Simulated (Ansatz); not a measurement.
## Electronic structure of CH₅FSi···H₃Si (doublet) in real space

```xyz
12

F    -0.5841    0.2545   -0.1926
Si   -0.2430    0.6041    1.3678
C     1.4587   -0.0710    1.8176
Si   -1.1827   -0.6416   -3.4326
H    -1.3178   -0.0117    2.2162
H    -0.2960    2.0970    1.5191
H     2.1413    0.7370    2.1284
H     1.9134   -0.5775    0.9487
H     1.3944   -0.8059    2.6368
H    -0.8855    0.8289   -3.4055
H     0.0029   -1.4445   -2.9823
H    -2.4017   -0.9693   -2.6216
```

All numbers below come from UKS PBE/6-31G* in Ansatz 0.2.0.

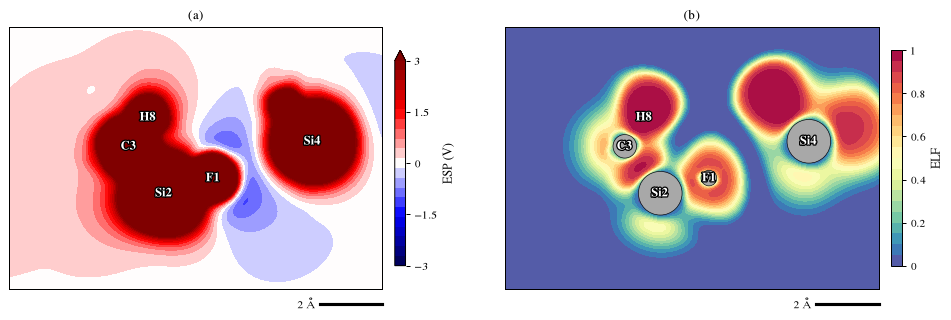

Figure 1. (a) electrostatic potential; (b) electron localisation function on the plane of atoms F1, Si2 and C3. Grey discs cover the atomic cores in the ELF map.

### Read the bonding off the picture.

The plane passes through F, Si, C and H nuclei.
Si4···F1 (3.41 Å): the ELF dips to about 0 between them; a weak contact between the two molecules.
Si–F (1.64 Å): the ELF peaks at about 0.85 in the valence shell of F, 0.6 Å from its nucleus, and is about 0.40 at the midpoint.
C–Si (1.89 Å): the ELF peaks at about 0.95 between the atoms, as expected for a shared electron pair.
C–H (1.10 Å): the ELF climbs to about 1 towards the hydrogen, as it does in any bond to H (an ordinary covalent bond to hydrogen).
The ELF also peaks beside F1 and Si4, away from the bonds: non-bonding electrons, paired or unpaired.
Outside the dense part of the complex the potential is most negative (−1.0 V) near F1.

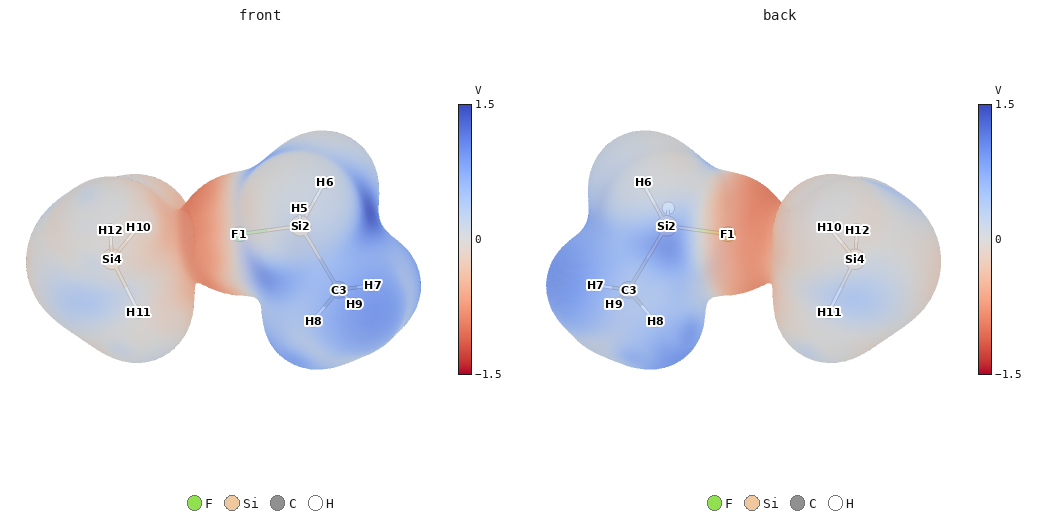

Figure 2. The electrostatic potential painted on the density surface at 0.002 e/bohr³, seen from the front and from behind; red is negative and blue positive.

### Describe the electrostatic potential map.

The most negative region (about −0.9 V) lies over F1, the most positive (about +1.3 V) over Si2.

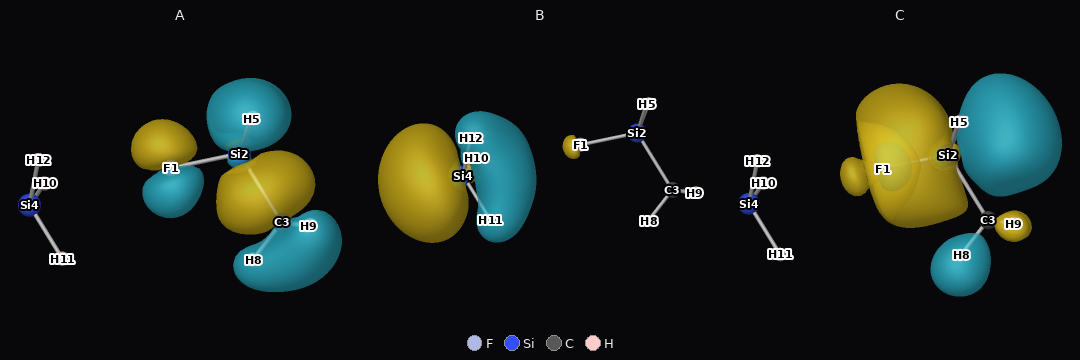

Figure 3. Three frontier orbitals at ±0.08 Å⁻³ᐟ² (yellow and cyan are the two phases), in no order.

### Order the three orbitals by energy and name them. All are α orbitals.

A is the HOMO−1 (α) (−7.61 eV). It lies mainly on C3 (about 35 %), Si2 (about 25 %), F1 (about 20 %), H6 (about 5 %) and H5 (about 5 %). B is the HOMO (α) (−4.92 eV). Its weight (Hirshfeld) is mainly on Si4 (about 80 %). C is the LUMO (α) (−0.23 eV). By Hirshfeld shares it lies mainly on Si2 (about 55 %), F1 (about 15 %) and C3 (about 10 %).

### What is the gap between the highest occupied and lowest empty α orbitals?

4.69 eV between the orbital energies.
